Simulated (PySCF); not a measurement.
## Electronic structure of C₅H₈NPSi (SMILES Cc1cpcnc1[SiH3]) in real space

Input

```
{"job": {"kind": "nmr", "xc": "PBE0", "basis": "pcSseg-1"}, "charge": 0, "multiplicity": 1}
C     -0.983660     1.599522     0.276885
C      0.224332     0.732696     0.095559
C      1.480899     1.306544     0.122410
P      2.983393     0.455945    -0.067876
C      2.313641    -1.143048    -0.269921
N      1.055505    -1.496436    -0.266200
C      0.049036    -0.646637    -0.098329
Si    -1.633908    -1.512219    -0.149078
H     -1.555804     1.272676     1.143817
H     -0.700797     2.640740     0.417390
H     -1.633689     1.528236    -0.593832
H      1.550679     2.379147     0.275027
H      3.011578    -1.962917    -0.419006
H     -2.333009    -1.281047     1.120835
H     -1.392518    -2.930655    -0.370699
H     -2.443276    -0.933603    -1.228394
```

Launched as:

```sh
OMP_NUM_THREADS=1 python probes_run.py task.json out
```

Geometry: GFN2-xTB.

Method: PBE0/pcSseg-1, SCF density, gas phase, non-relativistic (PySCF 2.14.0).

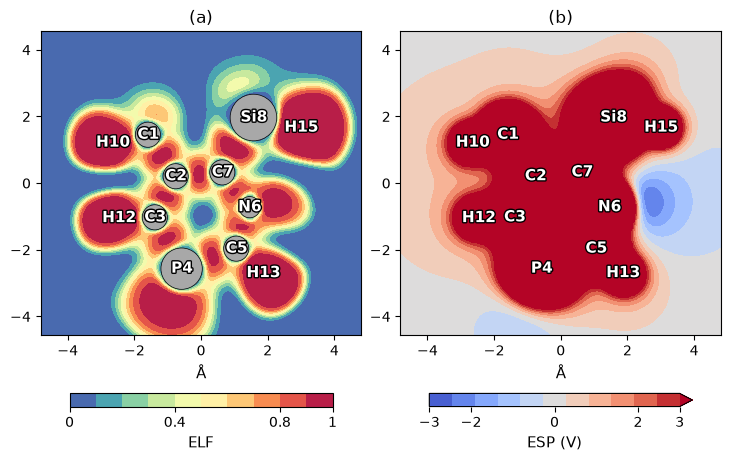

Figure 1. (a) ELF; (b) electrostatic potential on the plane of atoms C2, C3 and H12. Grey discs cover the atomic cores in the ELF map.

Q: What do the fields say about this system?

A: Atoms in the plane: C, P, N, Si and H. C–N (1.31 Å): the ELF peaks at about 0.90 between the atoms; localised, covalent bonding. C–C (1.38 Å): the ELF peaks at about 0.95 between the atoms; a covalent bond. C–P (1.74 Å): the ELF peaks at about 0.95 between the atoms: localised, covalent bonding. C–Si (1.89 Å): the ELF peaks at about 1 between the atoms; a covalent bond. C–H (1.09 Å): the ELF climbs to about 1 towards the hydrogen, as it does in any bond to H: an ordinary covalent bond to hydrogen. The ELF also peaks beside P4 and N6, away from the bonds: lone-pair regions. Outside the dense part of the molecule the potential is most negative (−2.4 V) near N6.

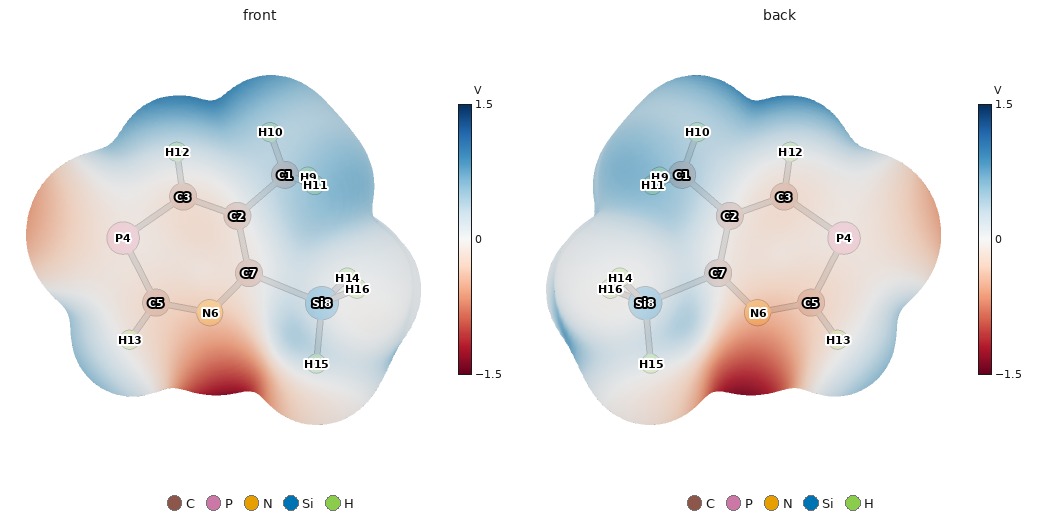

Figure 2. The molecular electrostatic potential painted on the density surface at 0.001 e/bohr³, seen from the front and from behind; the colour scale runs from red (negative) to blue (positive).

Q: Which sites attract a positive test charge, and which a negative one?

A: A positive charge is drawn to the negative regions and a negative charge to the positive ones. The most negative region (about −1.3 V) lies over N6, the most positive (about +1.0 V) over H10 and H12. N6 is the likeliest acceptor of a hydrogen bond.

Q: How polar is the molecule by this calculation?

A: Its dipole moment is 2.05 D.
